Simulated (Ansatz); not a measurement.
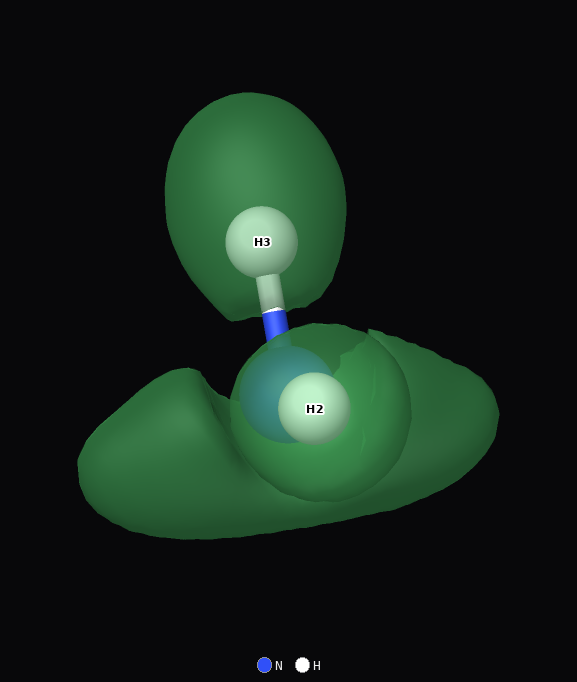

*NH2 (SMILES [NH2-]) (charge −1). Isosurface of the electron localisation function at 0.85 (green), seen at an oblique angle. Core shells and regions of very low density are left out.*

Geometry: PBE0-D4/def2-TZVPD; the highest occupied orbital lies above zero, a sign that basis and functional describe the outermost electron poorly.

All numbers below come from Ansatz 0.2.0, isolated molecule in a Gaussian basis; Kohn-Sham density functional theory, functional B2GP-PLYP.

Input file:

```
crystal:
  periodic: [false, false, false]
  atoms:
    - {symbol: N, position_ang: [0.342200, -0.203000, 0.168700]}
    - {symbol: H, position_ang: [0.125500, 0.801200, 0.156000]}
    - {symbol: H, position_ang: [-0.467700, -0.598200, -0.324700]}
basis:
  gaussian:
    orbitals: def2-TZVPP
hamiltonian:
  xc: {name: B2GP-PLYP}
  dispersion: {method: d3bjatm, functional: pbe0}
correlation:
  electrons: outside_noble_gas
total_charge: -1
output: {forces: true, orbitals: {seedname: orbitals}}
```

Launched as:

```sh
ansatz run input.yaml --threads 1 --pin off --max-ram 2610MiB --events-out events.jsonl --progress --plain --runs-dir runs
```

**Where are the electrons localised?**

The ELF exceeds this value in two regions around hydrogen nuclei and one lobe on N, pointing away from the bonds (lone pairs). Along the contacts the grid gives the following. N–H (1.03 Å): the ELF climbs to about 1 towards the hydrogen, as it does in any bond to H; an ordinary covalent bond to hydrogen.
